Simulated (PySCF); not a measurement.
NMR shielding calculation, with input and output: C5H15NSi2

System: C5H15NSi2.
Method: GIAO PBE0/pcSseg-1 NMR shielding, non-relativistic, gas phase (PySCF 2.14.0).

The geometry comes from this level: PBE0-D3(BJ)/def2-SVP. It belongs to a series of runs on one base structure; here: constitutional isomer. Figures and captions count atoms from 1; the log counts them from 0 in places.

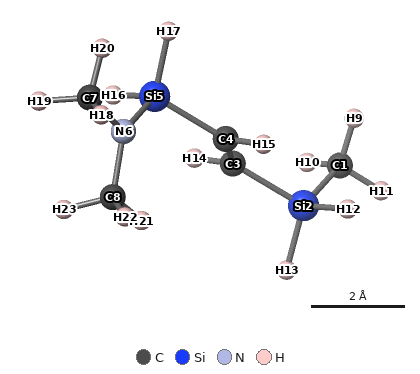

Fig. 1: The input geometry (ball-and-stick view, seen at a tilt; atoms are numbered from 1 in the order of the input). Bond lengths as drawn: C–C 1.35 Å, C–H 1.10 to 1.11 Å, C–N 1.44 Å, C–Si 1.87 to 1.88 Å, H–Si 1.50 to 1.51 Å and N–Si 1.74 Å.

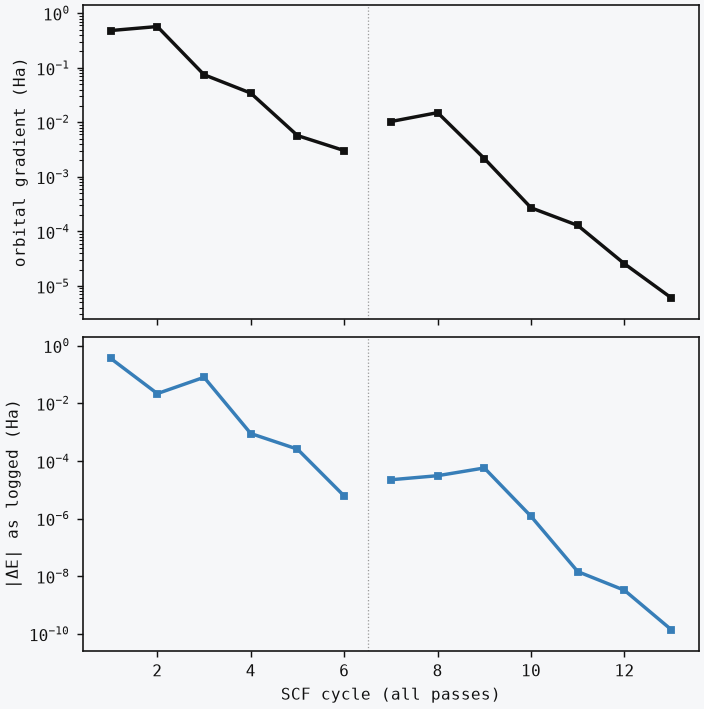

Fig. 2: Convergence of the self-consistent field: orbital gradient and size of the energy change against the SCF cycle. The dotted line marks the change from a coarse to the final integration grid. The first 6 cycles use a coarse grid, the final grid takes over at cycle 7, and the field converges after 13 cycles in all.

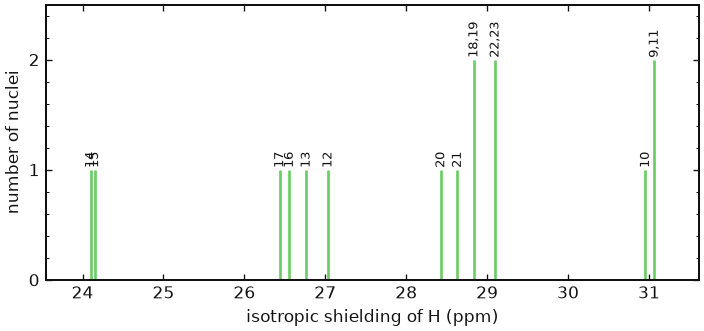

Fig. 3: Isotropic shieldings of the hydrogen nuclei in this fixed geometry, labelled by atom number; shielding grows to the right, so chemical shift grows to the left. The least shielded is H14 (24.1 ppm), the most shielded H11 (31.1 ppm).

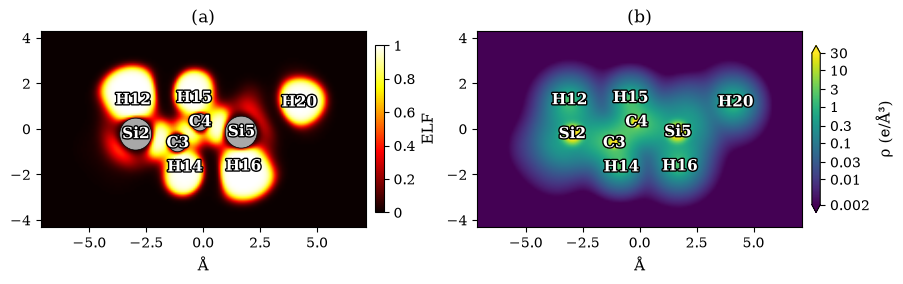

Fig. 4: (a) ELF; (b) electron density on the plane of atoms C3, Si2 and H12. Grey discs, where drawn, cover atomic cores. Atoms in the plane: Si, C and H. C–C (1.35 Å): ρ at the midpoint is about 2.2 e/Å³; the ELF peaks at about 0.90 between the atoms (a double or triple bond). C–Si (1.87 Å): ρ at the midpoint is about 0.96 e/Å³; the ELF peaks at about 0.95 between the atoms (localised, shared-pair bonding). Si–H (1.50 Å): ρ at the midpoint is about 0.76 e/Å³; the ELF climbs to about 1 towards the hydrogen.

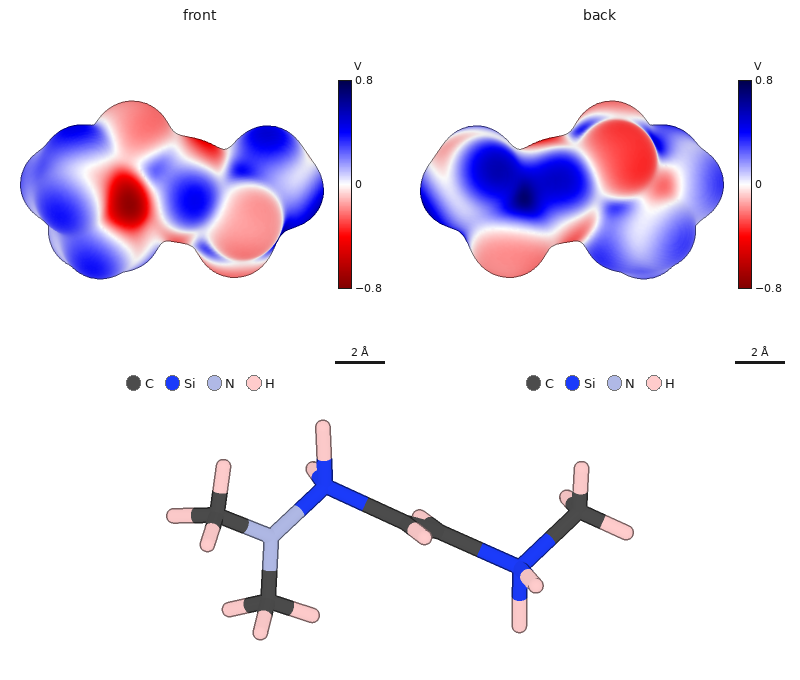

Fig. 5: The electrostatic potential painted on the density surface at 0.001 e/bohr³, seen at a tilt and from behind; red is negative and blue positive. The bare structure is drawn below in the same view. Its dipole moment is 0.21 D.

The input and output of the run follow.

## Input file
```
{"job": {"kind": "nmr", "xc": "PBE0", "basis": "pcSseg-1"}, "charge": 0, "multiplicity": 1}
C      4.552096    -0.198765    -0.279390
Si     2.958774    -1.171871    -0.060872
C      1.467424    -0.138627    -0.539710
C      0.465889     0.190203     0.297143
Si    -1.000149     1.239790    -0.209727
N     -2.474616     0.367594     0.070792
C     -3.712987     1.022826     0.402126
C     -2.630517    -0.980134    -0.414372
H      4.553468     0.696081     0.361407
H      4.669667     0.127038    -1.324576
H      5.426548    -0.813378    -0.016166
H      2.787949    -1.598578     1.363833
H      3.012543    -2.399649    -0.919107
H      1.411361     0.234402    -1.574845
H      0.504774    -0.182188     1.332173
H     -0.745702     1.626408    -1.642510
H     -1.104003     2.491489     0.602786
H     -4.274449     0.444199     1.160062
H     -4.383945     1.148401    -0.472767
H     -3.523783     2.021758     0.822804
H     -1.648697    -1.442458    -0.599625
H     -3.156424    -1.610632     0.327302
H     -3.209739    -1.033345    -1.359295
```

The first line tells a small driver script what to run in PySCF; the rest is the geometry in Å.

Launch command:
```bash
OMP_NUM_THREADS=1 python <driver script> task.json out
```

## Output
```
coarse grid: 19040 points
cycle   1  E = -832.5770254163  dE =  3.669e-01  |g| = 4.821e-01  |ddm| = 4.116e+00
cycle   2  E = -832.5551041117  dE =  2.192e-02  |g| = 5.714e-01  |ddm| = 9.924e-01
cycle   3  E = -832.6357579947  dE = -8.065e-02  |g| = 7.469e-02  |ddm| = 6.030e-01
cycle   4  E = -832.6366608851  dE = -9.029e-04  |g| = 3.438e-02  |ddm| = 8.750e-02
cycle   5  E = -832.6369202249  dE = -2.593e-04  |g| = 5.723e-03  |ddm| = 3.337e-02
cycle   6  E = -832.6369263722  dE = -6.147e-06  |g| = 3.035e-03  |ddm| = 7.746e-03
final grid: 171464 points
cycle   7  E = -832.6821639305  dE = -2.246e-05  |g| = 1.035e-02  |ddm| = 2.434e-02
cycle   8  E = -832.6821328683  dE =  3.106e-05  |g| = 1.507e-02  |ddm| = 2.132e-02
cycle   9  E = -832.6821905333  dE = -5.767e-05  |g| = 2.168e-03  |ddm| = 1.305e-02
cycle  10  E = -832.6821917403  dE = -1.207e-06  |g| = 2.708e-04  |ddm| = 1.888e-03
cycle  11  E = -832.6821917549  dE = -1.460e-08  |g| = 1.287e-04  |ddm| = 3.557e-04
cycle  12  E = -832.6821917581  dE = -3.284e-09  |g| = 2.544e-05  |ddm| = 1.152e-04
cycle  13  E = -832.6821917583  dE = -1.421e-10  |g| = 6.060e-06  |ddm| = 3.278e-05
converged SCF energy = -832.6821917583

GIAO shielding tensors (ppm)
atom      isotropic    diamagn.    paramagn.     s11        s22        s33       span
  0 C      190.161     252.425     -62.264    187.349    187.527    195.608      8.259
  1 Si     386.981     881.955    -494.975    342.557    397.189    421.195     78.638
  2 C       22.105     261.952    -239.848   -112.972     10.324    168.962    281.934
  3 C       24.062     263.829    -239.767   -103.043     13.208    162.022    265.066
  4 Si     372.254     884.105    -511.851    340.938    353.301    422.522     81.584
  5 N      250.300     330.671     -80.371    220.408    262.298    268.195     47.787
  6 C      142.960     238.240     -95.280    120.690    123.663    184.526     63.836
  7 C      146.442     246.693    -100.252    122.274    133.711    183.339     61.065
  8 H       31.060      30.369       0.691     26.741     28.944     37.496     10.755
  9 H       30.957      29.037       1.920     26.557     28.640     37.673     11.116
 10 H       31.072      25.100       5.972     26.728     27.665     38.822     12.094
 11 H       27.033      30.436      -3.403     23.790     26.402     30.907      7.117
 12 H       26.764      29.733      -2.970     23.858     25.386     31.046      7.188
 13 H       24.099      35.474     -11.375     19.540     24.109     28.650      9.110
 14 H       24.150      36.258     -12.108     19.532     24.236     28.680      9.148
 15 H       26.556      32.328      -5.772     23.117     25.526     31.025      7.908
 16 H       26.436      32.083      -5.647     23.409     25.584     30.316      6.907
 17 H       28.834      26.631       2.203     24.330     26.398     35.775     11.445
 18 H       28.838      25.653       3.185     24.242     26.476     35.797     11.555
 19 H       28.427      27.641       0.786     23.982     26.884     34.416     10.434
 20 H       28.632      33.313      -4.680     23.080     29.366     33.451     10.372
 21 H       29.096      30.580      -1.484     25.167     26.350     35.770     10.604
 22 H       29.100      29.897      -0.797     25.100     26.365     35.835     10.735
```

## Results in brief

| quantity | value |
| --- | --- |
| outcome | converged |
| total energy | −832.682192 hartree |
| HOMO | −6.25 eV |
| LUMO | −0.87 eV |
| dipole moment | 0.21 D |
| isotropic shielding, C | 22.1 to 190.2 ppm |
| isotropic shielding, Si | 372.3 to 387.0 ppm |
| isotropic shielding, N | 250.3 ppm |
| isotropic shielding, H | 24.1 to 31.1 ppm |
| hardware | 1 CPU thread, shared host |
| wall time | 58 s |
| peak memory | 1.1 GiB |
